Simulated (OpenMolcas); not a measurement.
# HfH4O4 (SMILES O[Hf](O)(O)O) at 6 levels

We compute a comparison of 6 runs (HF/def2-SVP, B2PLYP/def2-SVP, BHLYP/def2-SVP, BLYP/def2-SVP, PBE0/def2-SVP, TPSS/def2-SVP) of HfH4O4. 

Program for the calculation: OpenMolcas 26.06.

2 further runs of the same task are left out: 2 set aside as unsound or not needed.

### 1 The system as given

HfH4O4: 9 atoms, total charge 0, spin state singlet. SMILES: `O[Hf](O)(O)O`. Geometry: relaxed at PBE0-D4/def2-TZVP. This is one conformer, not always the lowest.

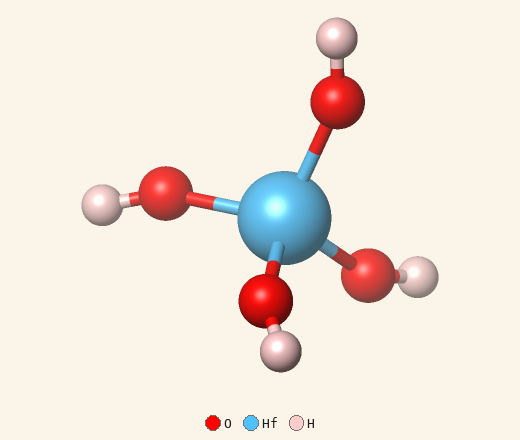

The structure, seen from a chosen angle (oxygen red, hafnium blue, hydrogen pink).

### 2 Energy and gradient at HF/def2-SVP (core potential) (run 1)

mol.inp reads:

```
&GATEWAY
 BASLIB = $CurrDir
 COORD
 9
 angstrom
 O       -0.465480       0.093230       1.875660
 Hf      -0.000030      -0.000030      -0.000040
 O        1.882280       0.386640      -0.225910
 O       -0.373310      -1.778130      -0.665360
 O       -1.043620       1.298150      -0.984570
 H       -0.650000      -0.255480       2.740830
 H        2.637200       0.928630      -0.427210
 H       -0.213580      -2.562040      -1.179310
 H       -1.773460       1.889040      -1.134080
 BASIS = def2-SVP
 GROUP = NoSym

&SEWARD

&SCF
 THRESHOLDS = 1e-10 1e-07 1e-07 1e-05
 PRORBITALS = 1 2

&ALASKA
```

The basis set def2-SVP is read from a file made from the Basis Set Exchange's data (not shown).

On the command line:

```sh
$ export MOLCAS_MEM=1860
$ pymolcas mol.inp > mol.log
```

What it wrote:

```text
--- Start Module: gateway ---
[...]
--- Stop Module: gateway /rc=_RC_ALL_IS_WELL_ ---
[...]
      Basis functions          108
[...]
--- Start Module: scf ---
[...]
       Convergence after  12 Iterations
[...]
::    Total SCF energy                               -349.2828335047
[...]
      Total spin, S                                     0.0000000000
[...]
      Total electronic charge=   48.000000
      Total            charge=   -0.000000
[...]
      Dipole Moment (debye):
      Origin of the operator (angstrom)=   -0.0000   -0.0000   -0.0000
                   X=  6.0192E-04               Y=  4.5494E-04               Z=  8.9938E-04           Total=  1.1740E-03
      Quadrupole Moment (debye*angstrom):
[...]
 *              Molecular gradients               *
 **************************************************
  Irreducible representation: a
 ------------------------------------------------------------------------------------------
                              X                       Y                       Z
 ------------------------------------------------------------------------------------------
  O1                5.08313166043495E-03    7.91373607668344E-03   -2.21768293944393E-02
  HF2               3.99167261997145E-06    6.27905304469856E-06    4.20773003435496E-06
  O3               -1.97041669772133E-02   -1.28707972888927E-02    5.16632444258919E-03
  O4               -3.33917115554483E-03    2.03548792142945E-02    1.24436466686915E-02
  O5                1.79443441483387E-02   -1.54082470536876E-02    4.55766186132589E-03
  H6               -2.45254520135396E-03   -7.27863867115008E-03    1.22469365634386E-02
  H7                1.00173081404664E-02    9.84435933774508E-03   -3.45139259785388E-03
  H8                4.25508629191551E-03   -1.08971179202353E-02   -8.50143738788223E-03
[...]
```

Run time: 11 s. Hardware: 1 thread of Intel Xeon 6975P-C (Granite Rapids), shared host; peak memory 0.63 GiB.

### 3 The energy at B2PLYP/def2-SVP (core potential) (run 2)

struct.xyz reads:

```xyz
9

O     -0.465480     0.093230     1.875660
Hf    -0.000030    -0.000030    -0.000040
O      1.882280     0.386640    -0.225910
O     -0.373310    -1.778130    -0.665360
O     -1.043620     1.298150    -0.984570
H     -0.650000    -0.255480     2.740830
H      2.637200     0.928630    -0.427210
H     -0.213580    -2.562040    -1.179310
H     -1.773460     1.889040    -1.134080
```

calc.inp reads:

```
&GATEWAY
 BasLib=$CurrDir
 Coord=struct.xyz
 Basis=def2-SVP
 Group=NoSym

&SEWARD
 GridInput
 Grid=UltraFine
 End of Grid

&SCF
 KSDFT=B2PLYP_SCF
 Thresholds=1e-10 1e-07 1e-07 1e-05
 PrOrbitals=1 2

&MBPT2
 Frozen=4
```

The basis set def2-SVP is read from a file made from the Basis Set Exchange's data (not shown).

On the command line:

```sh
$ export MOLCAS_MEM=1860
$ pymolcas calc.inp > calc.log
```

What it wrote:

```text
--- Start Module: gateway ---
[...]
--- Stop Module: gateway /rc=_RC_ALL_IS_WELL_ ---
[...]
      Basis functions          108
[...]
--- Start Module: scf ---
[...]
       Convergence after  12 Iterations
[...]
::    Total KS-DFT energy                            -350.6333004536
[...]
      Total spin, S                                     0.0000000000
[...]
      Total electronic charge=   48.000000
      Total            charge=   -0.000000
[...]
      Dipole Moment (debye):
      Origin of the operator (angstrom)=   -0.0000   -0.0000   -0.0000
                   X=  5.7395E-04               Y=  4.4282E-04               Z=  8.6232E-04           Total=  1.1265E-03
      Quadrupole Moment (debye*angstrom):
[...]
--- Stop Module: scf /rc=_RC_ALL_IS_WELL_ ---
[...]
--- Start Module: mbpt2 ---
[...]
 ###    WARNING: MP2 implementation intended for RHF references only         ###
 ###############################################################################
MBPT2 WARNING: Reference function according to RunFile:KS-DFT
I'll assume you know what you're doing and continue
WARNING!
Default frozen orbitals as non valence orbitals is overwritten by user input.
Default values:   4
[...]
       Reference weight ( Cref**2 )         =        0.69964
::    Total MBPT2 energy                             -351.8331166014
[...]
      Total MBPT2 calculations                           0.50      0.58
--- Stop Module: mbpt2 /rc=_RC_ALL_IS_WELL_ ---
[...]
```

Wall time 21 s (1 thread of Intel Xeon 6975P-C (Granite Rapids), shared host); peak memory 0.63 GiB.

Runs 3 to 5 aren't shown in full; the table further down has their settings and results.

### 4 Energy and forces at TPSS/def2-SVP (core potential) (run 6)

coord.xyz reads:

```xyz
9

O     -0.465480     0.093230     1.875660
Hf    -0.000030    -0.000030    -0.000040
O      1.882280     0.386640    -0.225910
O     -0.373310    -1.778130    -0.665360
O     -1.043620     1.298150    -0.984570
H     -0.650000    -0.255480     2.740830
H      2.637200     0.928630    -0.427210
H     -0.213580    -2.562040    -1.179310
H     -1.773460     1.889040    -1.134080
```

test.inp reads:

```
&GATEWAY
BASLIB
$CurrDir
COORD
coord.xyz
BASIS
def2-SVP
GROUP
NoSym
&SEWARD
GRIDINPUT
Grid=UltraFine
End of Grid
&SCF
KSDFT
2
1.0 MGGA_X_TPSS
1.0 MGGA_C_TPSS
THRESHOLDS
1e-10 1e-07 1e-07 1e-05
PRORBITALS
1 1
&ALASKA
```

The basis set def2-SVP is read from a file made from the Basis Set Exchange's data (not shown).

On the command line:

```sh
$ export MOLCAS_MEM=1860
$ pymolcas test.inp > test.log
```

What it wrote:

```text
--- Start Module: gateway ---
[...]
--- Stop Module: gateway /rc=_RC_ALL_IS_WELL_ ---
[...]
      Basis functions          108
[...]
--- Start Module: scf ---
[...]
       Convergence after  14 Iterations
[...]
::    Total KS-DFT energy                            -351.3776395729
[...]
      Total spin, S                                     0.0000000000
[...]
      Total electronic charge=   48.000000
      Total            charge=   -0.000000
[...]
      Dipole Moment (debye):
      Origin of the operator (angstrom)=   -0.0000   -0.0000   -0.0000
                   X=  5.3718E-04               Y=  4.2414E-04               Z=  8.1367E-04           Total=  1.0633E-03
      Quadrupole Moment (debye*angstrom):
[...]
 *              Molecular gradients               *
 **************************************************
  Irreducible representation: a
 ------------------------------------------------------------------------------------------
                              X                       Y                       Z
 ------------------------------------------------------------------------------------------
  O1               -6.89564529184672E-04   -3.96976843565078E-03    4.13093252819507E-03
  HF2               3.18543275138752E-06    4.50716503732409E-06    2.72318710379046E-06
  O3                2.92998981611348E-03    4.72696732114497E-03   -1.51763552912071E-03
  O4                2.70815497063870E-03   -3.51966711157381E-03   -3.68144458703523E-03
  O5               -4.95423607713974E-03    2.76208542561474E-03    1.07407653005342E-03
  H6                3.00143961286325E-03    4.12287558171132E-03   -1.34434429423838E-02
  H7               -1.21067438094142E-02   -7.20606177882788E-03    2.83788862044898E-03
  H8               -1.39741370671875E-03    1.23167989499775E-02    7.27497353400830E-03
[...]
```

It took 40 s on 1 thread of Intel Xeon 6975P-C (Granite Rapids), shared host; peak memory 0.62 GiB.

### 5 The series

```
run                             level      task  frozen core orbitals  energy (Eh)  dipole moment (D)  HOMO energy (eV)  LUMO energy (eV)  wall time
  1      HF/def2-SVP (core potential)  gradient                     –  -349.282834               0.00            -12.76              2.47       11 s
  2  B2PLYP/def2-SVP (core potential)    energy                     4  -350.957251               0.00             -9.93              0.98       21 s
  3   BHLYP/def2-SVP (core potential)  gradient                     –  -351.090181               0.00             -9.95              0.74       26 s
  4    BLYP/def2-SVP (core potential)  gradient                     –  -351.277607               0.00             -6.41             -0.50       31 s
  5    PBE0/def2-SVP (core potential)  gradient                     –  -351.010236               0.00             -8.30              0.26       30 s
  6    TPSS/def2-SVP (core potential)  gradient                     –  -351.377640               0.00             -6.65             -0.25       40 s
```

### 6 Outcome

| quantity | value |
| --- | --- |
| run 6: total energy | -351.37764 Eh |
| run 6: dipole moment | 0.00 D |
| run 6: HOMO energy | -6.65 eV |
| run 6: LUMO energy | -0.25 eV |
| run 6: HOMO–LUMO gap | 6.39 eV |
| run 6: largest force on an atom | 0.739 eV/Å |

The HOMO–LUMO gap runs from 5.91 eV (BLYP/def2-SVP) to 15.23 eV (HF/def2-SVP). Exact exchange widens orbital gaps. For B2PLYP the log adds the whole second-order term; the table takes 0.27 of it, as the functional is defined. Totals of different functionals can't be ranked against each other. All runs together took 2.6 min, the longest 40 s.
